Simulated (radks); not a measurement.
Atomic calculation, with input and output: Sb

System: the neutral antimony atom in the configuration [Kr] 4d10 5s2 5p3 (high spin).
Method: scalar-relativistic Kohn-Sham, exchange-only PBE, spin-polarised, spherical densities, finite nucleus (the in-house radial solver radks).

**Log**
```
1s      1   1.0000       -1113.64316168
2s      1   1.0000        -169.42352793
2p      1   3.0000        -152.10518670
3s      1   1.0000         -33.16731257
3p      1   3.0000         -27.52215380
3d      1   5.0000         -18.90535312
4s      1   1.0000          -5.41787424
4p      1   3.0000          -3.69006210
4d      1   5.0000          -1.18630880
5s      1   1.0000          -0.46831598
5p      1   3.0000          -0.17991819
1s      2   1.0000       -1113.64104451
2s      2   1.0000        -169.42294206
2p      2   3.0000        -152.10368475
3s      2   1.0000         -33.16553553
3p      2   3.0000         -27.52012079
3d      2   5.0000         -18.90351942
4s      2   1.0000          -5.41352446
4p      2   3.0000          -3.68521628
4d      2   5.0000          -1.17492429
5s      2   1.0000          -0.38587893
5p      2   0.0000          -0.09359340
Etot -6478.628518505217
Ekin 6778.086961135296
Encl -15673.657472331339
Eh 2584.366279719592
Exc -167.42428702876748
err 1.0165383925301081e-08
it 15
```

**Orbitals**

```csv
orbital,occupation,energy (eV),⟨r⟩ (bohr),outer maximum (bohr)
1s up,1,−30303.8,0.02842,0.0183
1s down,1,−30303.7,0.02842,0.0183
2s up,1,−4610.2,0.1226,0.104
2s down,1,−4610.2,0.1226,0.104
2p up,3,−4139.0,0.1071,0.0830
2p down,3,−4139.0,0.1071,0.0830
3s up,1,−902.529,0.3306,0.300
3s down,1,−902.480,0.3306,0.300
3p up,3,−748.916,0.3288,0.293
3p down,3,−748.861,0.3288,0.293
3d up,5,−514.441,0.3055,0.244
3d down,5,−514.391,0.3055,0.244
4s up,1,−147.428,0.7909,0.723
4s down,1,−147.310,0.7908,0.723
4p up,3,−100.412,0.8529,0.762
4p down,3,−100.280,0.8521,0.762
4d up,5,−32.281,1.036,0.847
4d down,5,−31.971,1.027,0.847
5s up,1,−12.744,2.247,1.91
5s down,1,−10.500,2.221,1.87
5p up,3,−4.896,2.943,2.36
5p down,0,−2.547,3.114,2.34
```

**Slater integrals of the outer shells (hartree)**

```csv
integral,value
"F0(5p,5p)",0.3081
"F2(5p,5p)",0.1613
"F0(5p,5s)",0.3451
"G1(5p,5s)",0.2175
"F0(5p,4d)",0.3955
"F2(5p,4d)",0.0960
"G1(5p,4d)",0.0314
"G3(5p,4d)",0.0275
```

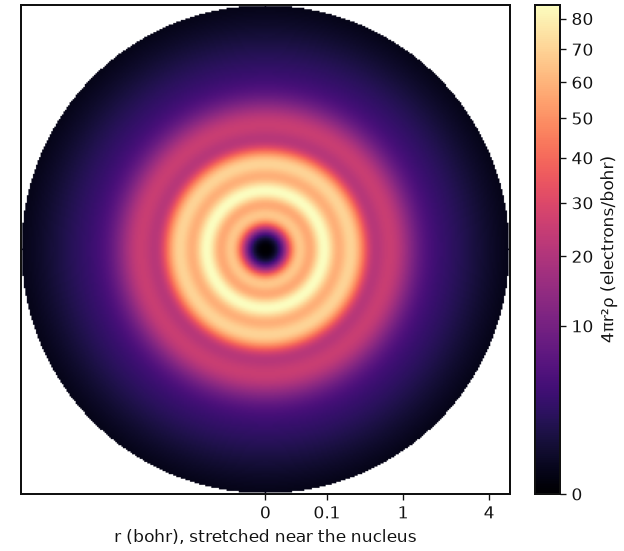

Figure 1. The radial density 4πr²ρ as a disc about the nucleus, with the radius drawn as r to the power 0.35. There are 4 maxima, at r = 0.0199, 0.0882, 0.256 and 0.752 bohr, parted by minima at 0.0390, 0.169 and 0.551 bohr, inside which lie 2.0, 11.2 and 29.0 electrons. The configuration has 5 principal shells, so not every shell has a maximum of its own.

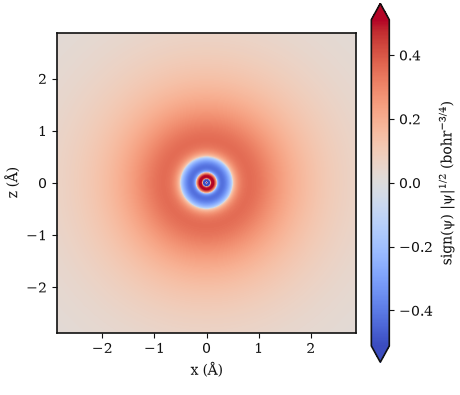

Figure 2. One occupied orbital of down spin is shown. In the xz plane through the nucleus, the colour gives the signed square root of ψ. (1 bohr = 0.529 Å.) The radial function comes from the spherical calculation and is multiplied by a real spherical harmonic; the overall sign is chosen so that the largest lobe of P(r) is positive; at the scalar-relativistic level it is the large component. It is 5s of down spin. It has no angular node and 4 radial nodes, at r = 0.0354, 0.141, 0.378 and 0.947 bohr; only the outer 2 can be made out at this scale. The outermost maximum of P² lies at 1.87 bohr, ⟨r⟩ = 2.22 bohr, 90 % of the charge lies within 3.31 bohr, and the eigenvalue is −10.5 eV, with 1 electron in the shell for this spin.

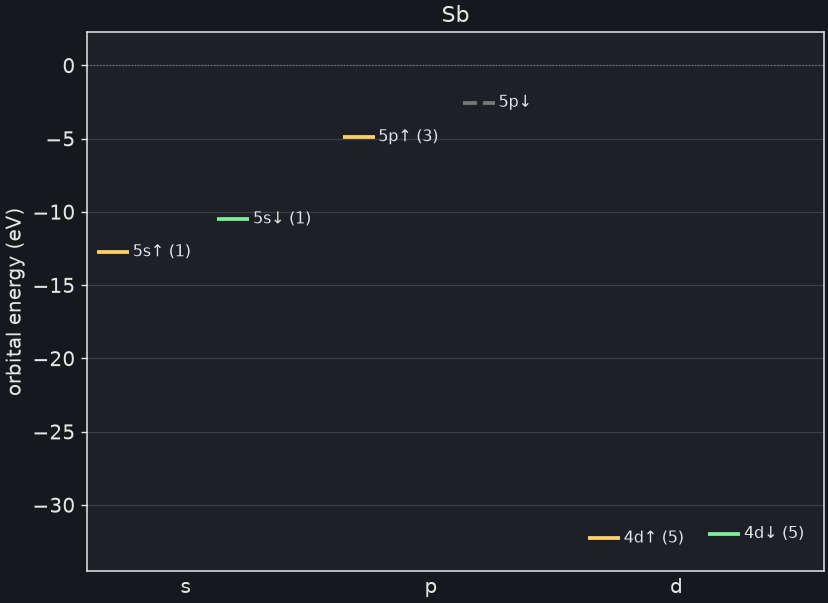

Figure 3. The outer levels are drawn by angular momentum (occupations in brackets, up spins at the left of each column and down spins at the right, empty levels dashed). The highest occupied level is 5p up at −4.90 eV. The highest 3 occupied levels, from the top down, are 5p up (−4.90 eV), 5s down (−10.5 eV), 5s up (−12.7 eV). The lowest empty level drawn is 5p down at −2.55 eV. The largest exchange splitting (down less up) among the shells drawn in both spins is that of 5p, 2.35 eV. The measured ionisation energy (NIST) is 8.61 eV; minus the highest level, 4.90 eV, lies 43 % below it, as is usual for a semilocal functional, whose potential decays too fast.

**Input file**
```
Z 51
configuration [Kr] 4d10 5s2 5p3
relativity scalar-relativistic
functional pbe,
spin polarised
nucleus finite rms 4.6802 fm
c 137.035999084
```

Energies in input and log are in hartree, lengths in bohr (the nuclear radius in fm).

**Results in brief**

```tsv
quantity	value
outcome	converged
total energy	−6478.6285 hartree
kinetic energy	6778.0870 hartree
electron–nucleus energy	−15673.6575 hartree
Hartree energy	2584.3663 hartree
exchange–correlation energy	−167.424287 hartree
radius at density 0.001 e/bohr³	4.72 bohr
SCF iterations	15
hardware	1 CPU thread, shared host
```
